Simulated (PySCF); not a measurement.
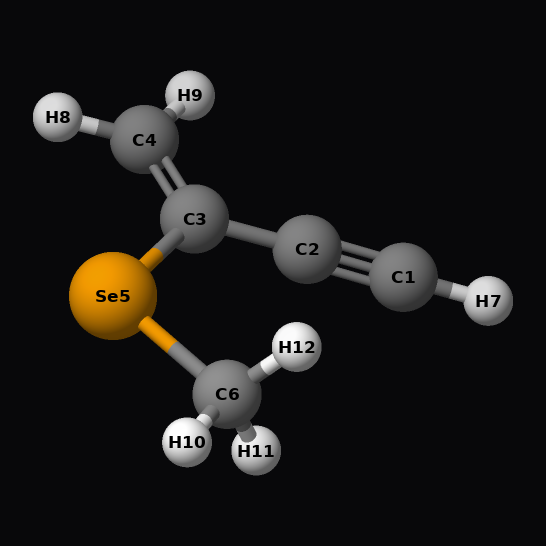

The geometry was computed by an optimisation with PBE0-D3(BJ)/def2-SVP. No frequency run is at hand to confirm it as a minimum. Method: TDDFT CAM-B3LYP/def2-SVPD, vertical, gas phase, core orbitals frozen in the response (PySCF 2.14.0), and the same with a continuum solvent (IEF-PCM, Bondi radii x 1.2, gas-phase geometry).

How do dipole (D), HOMO–LUMO gap (eV), lowest singlet (eV) change in tetrahydrofuran (ε = 7.4), methanol (ε = 32.6)?

```json
{"medium": "gas phase", "dipole (D)": "1.26", "HOMO–LUMO gap (eV)": "7.24", "lowest singlet (eV)": "4.49"}
{"medium": "tetrahydrofuran", "dipole (D)": "1.59", "HOMO–LUMO gap (eV)": "7.30", "lowest singlet (eV)": "4.54"}
{"medium": "methanol", "dipole (D)": "1.66", "HOMO–LUMO gap (eV)": "7.31", "lowest singlet (eV)": "4.56"}
```
